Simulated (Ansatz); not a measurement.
## Electronic structure of CH₁₀AlN₃ in real space

Input

```
crystal:
  periodic: [false, false, false]
  atoms:
    - { symbol: Al, position_ang: [-0.040201, 1.563907, -0.444084] }
    - { symbol: "N", position_ang: [0.751535, -1.533841, -0.174278] }
    - { symbol: C, position_ang: [0.502654, -2.255309, 1.062824] }
    - { symbol: "N", position_ang: [-0.650703, 1.861924, -2.090565] }
    - { symbol: "N", position_ang: [-1.098734, 1.842692, 0.966374] }
    - { symbol: H, position_ang: [1.405986, -0.758788, -0.046329] }
    - { symbol: H, position_ang: [1.4296, 1.165598, -0.197416] }
    - { symbol: H, position_ang: [1.122075, -2.131283, -0.911802] }
    - { symbol: H, position_ang: [1.392067, -2.751969, 1.503603] }
    - { symbol: H, position_ang: [0.09027, -1.576208, 1.828358] }
    - { symbol: H, position_ang: [-0.255344, -3.037412, 0.8905] }
    - { symbol: H, position_ang: [-0.191067, 1.540506, -2.937604] }
    - { symbol: H, position_ang: [-1.578657, 2.203699, -2.322167] }
    - { symbol: H, position_ang: [-2.101496, 1.99934, 0.943521] }
    - { symbol: H, position_ang: [-0.777987, 1.866945, 1.928966] }
magnetization:
  spin_polarized: true
basis:
  gaussian: { orbitals: def2-SVP }
hamiltonian:
  xc: b3lyp
relax:
  f_tol: 0.03
  max_steps: 50
output:
  orbitals: {}
```

Command:

```sh
ansatz run input.yaml --threads 4 --pin off --max-ram 5120MiB --backend cpu --events-out ev --progress --plain --runs-dir out
```

The fields are those of the relaxed geometry.

Level of theory: UKS B3LYP/def2-SVP (Ansatz).

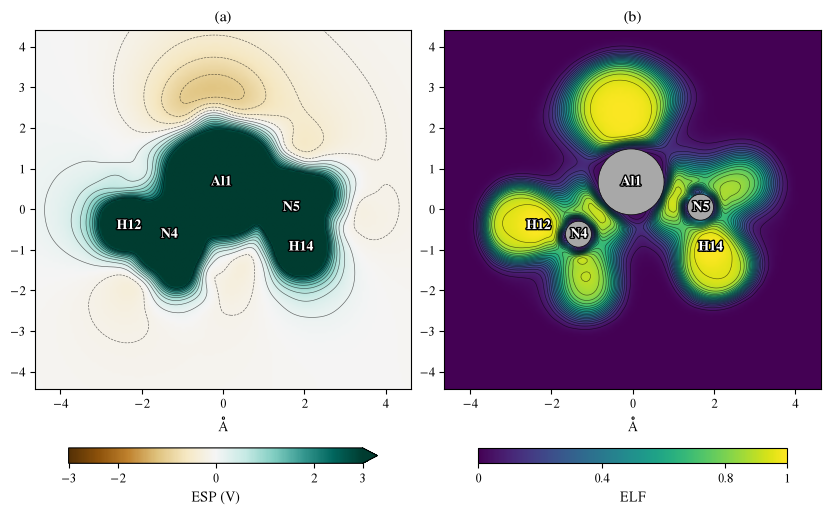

Figure 1. (a) electrostatic potential; (b) ELF on the plane of atoms N4, Al1 and N5. Grey discs cover the atomic cores in the ELF map.

Q: What does the map show?

A: Atoms in the plane: Al, N and H.
Al–N (1.82 Å): the ELF peaks at about 0.90 in the valence shell of N, 0.7 Å from its nucleus, and is about 0.65 at the midpoint.
N–H (1.02 Å): the ELF climbs to about 1 towards the hydrogen, as it does in any bond to H; an ordinary covalent bond to hydrogen.
Outside the dense part of the molecule the potential is most negative (−1.1 V) near H7, which lies off the plane.

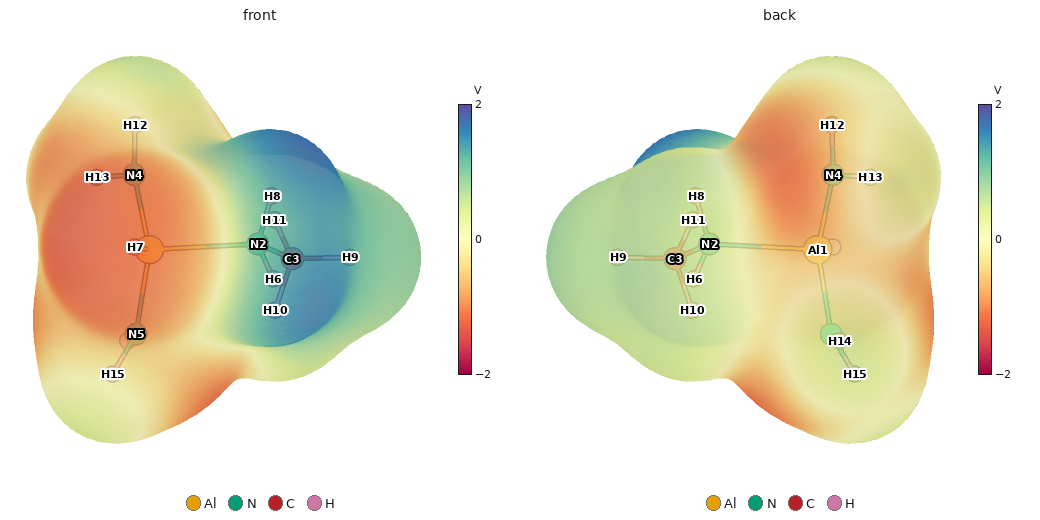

Figure 2. The molecular electrostatic potential painted on the density surface at 0.001 e/bohr³, seen from the front and from behind; the colour scale runs from red (negative) to blue (positive).

Q: Which sites attract a positive test charge, and which a negative one?

A: A positive charge is drawn to the negative regions and a negative charge to the positive ones. The most negative region (about −1.3 V) lies over H7, the most positive (about +1.7 V) over H8.

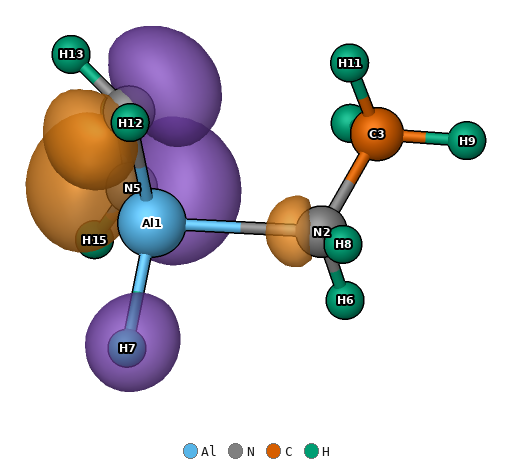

Figure 3. The HOMO−1 at ±0.15 Å⁻³ᐟ² (orange and purple are the two phases), seen from one side.

Q: What is the character of this orbital?

A: It lies mainly on N5 (about 45 %), N4 (about 25 %), Al1 (about 15 %) and H7 (about 5 %). Its energy is −5.78 eV.
